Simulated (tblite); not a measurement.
# C2H13NSSi4: the cost of one run

The runs use tblite 0.8.0 and PySCF 2.14.0, with density-fitted response routines of our own; the level of theory stands in each step. All values are computed, except where a source is named. Atoms are numbered from 0 throughout.

### Step 1. The molecule as given

21 atoms, charge 0, multiplicity 1; geometry from: force field or distance geometry start.

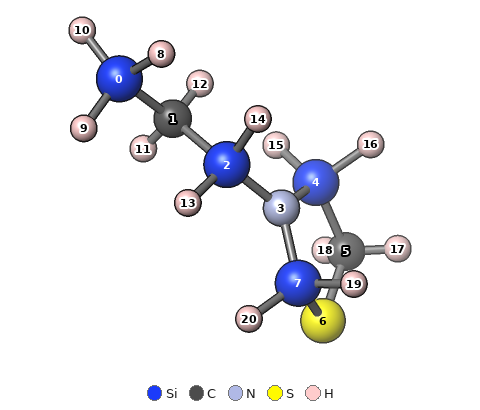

The starting geometry (silicon blue, carbon dark grey, nitrogen light blue, sulfur yellow, hydrogen pink), atoms numbered.

### Step 2. Optimising the geometry with GFN2-xTB

Job settings and geometry (Å):

```
{"job": {"kind": "relax", "xc": "GFN2-xTB", "basis": "xTB"}, "charge": 0, "multiplicity": 1}
Si     3.653200    -0.134200     0.593800
C      1.902400    -0.756000     0.259600
Si     0.841700     0.773300     0.368200
N     -0.834600     0.556300     0.081100
Si    -1.669700    -0.873600     0.589700
C     -3.216400    -1.089600    -0.458500
S     -3.214700     0.214100    -1.712900
Si    -1.754000     1.599000    -0.912000
H      3.515600     0.760500     1.768500
H      3.988500     0.723600    -0.535600
H      4.597600    -1.197900     0.842600
H      1.908600    -1.178100    -0.750000
H      1.586800    -1.474100     1.054500
H      1.440000     1.779700    -0.544500
H      1.053600     1.320600     1.731200
H     -0.892900    -2.127600     0.547400
H     -2.132600    -0.682800     1.979700
H     -4.118000    -0.989900     0.194500
H     -3.180800    -2.097400    -0.922000
H     -2.448600     2.586300    -0.057700
H     -1.034600     2.305000    -1.963400
```

Launch:

```sh
$ OMP_NUM_THREADS=1 python probes_run.py task.json out
```

One launch serves the whole session: the jobs run in the order shown.

**Question.** How long does this first job take on 1 thread of Arm Neoverse N1, shared host, and how much memory does it need?

About 3.6 s, with a peak of 0.18 GiB.
